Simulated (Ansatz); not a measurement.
Results of r²SCAN+rVV10 in Ansatz (PAW) for bcc Nb.

Numerical settings: plane-wave cutoff 560 eV, 24×24×24 k mesh, Fermi–Dirac smearing 0.05 eV, no spin polarisation, scalar-relativistic PAW data made under PBE.

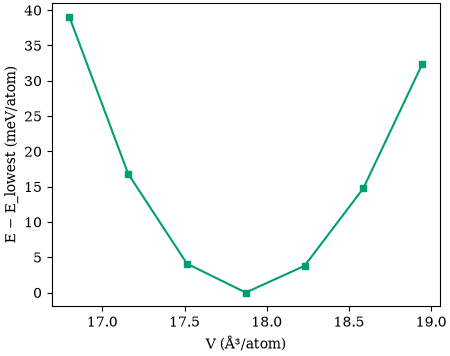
Fig. 1. Total energy against volume

### Question
From the curve, estimate the equilibrium volume and the bulk modulus.

### Answer
V0 ≈ 17.9 Å³/atom and B0 ≈ 180 GPa; the fit gives V0 = 17.874 Å³/atom, B0 = 176 GPa, B′ = 3.6.

Measured, for comparison: bulk modulus 173 GPa (0 K value with the zero-point phonon effect removed; as tabulated in Mejia-Rodriguez and Trickey (2018), arXiv:1807.09216); equilibrium volume per atom 17.87 Å³/atom (static lattice: zero-point anharmonic expansion removed; as tabulated in Mejia-Rodriguez and Trickey (2018), arXiv:1807.09216). Computed (rounded) less measured: bulk modulus +2 %, equilibrium volume per atom 0.0 %.

It cost about 80 core-seconds (a rough figure) of CPU time.

Ansatz is a program for electronic structure.
